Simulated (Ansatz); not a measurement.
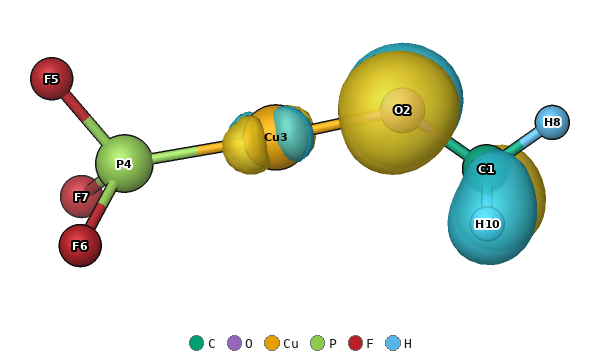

Figure. CH$_{3}$CuF$_{3}$OP. The HOMO at ±0.15 Å⁻³ᐟ² (yellow and cyan are the two phases), seen across its widest extent.

Geometry: PBE0-D4/def2-TZVP.

All numbers below come from RKS PBE0-D4/def2-TZVPP (Ansatz).

Input

```
crystal:
  periodic: [false, false, false]
  atoms:
    - {symbol: C, position_ang: [0.349005, -1.957233, 1.482013]}
    - {symbol: O, position_ang: [0.938992, -0.865417, 0.864291]}
    - {symbol: Cu, position_ang: [0.310880, 0.393251, -0.199713]}
    - {symbol: P, position_ang: [-0.355804, 1.919947, -1.458495]}
    - {symbol: F, position_ang: [0.572533, 3.129587, -1.731014]}
    - {symbol: F, position_ang: [-1.646422, 2.674060, -1.052499]}
    - {symbol: F, position_ang: [-0.732465, 1.557132, -2.916777]}
    - {symbol: H, position_ang: [1.094201, -2.486832, 2.092454]}
    - {symbol: H, position_ang: [-0.055172, -2.688134, 0.764219]}
    - {symbol: H, position_ang: [-0.475747, -1.676371, 2.155512]}
basis:
  gaussian: {orbitals: def2-TZVPP}
hamiltonian: {xc: pbe0, dispersion: d4}
output: {orbitals: {seedname: orbitals}}
```

Launched as:

```sh
ansatz run in.yaml --threads 4 --pin off --events-out ev --progress --plain --max-ram 11315MiB
```

**What is the character of this orbital?**

It lies mainly on O2 (about 60 %), Cu3 (about 15 %), C1 (about 10 %) and H9 (about 5 %). Its energy is −6.41 eV.
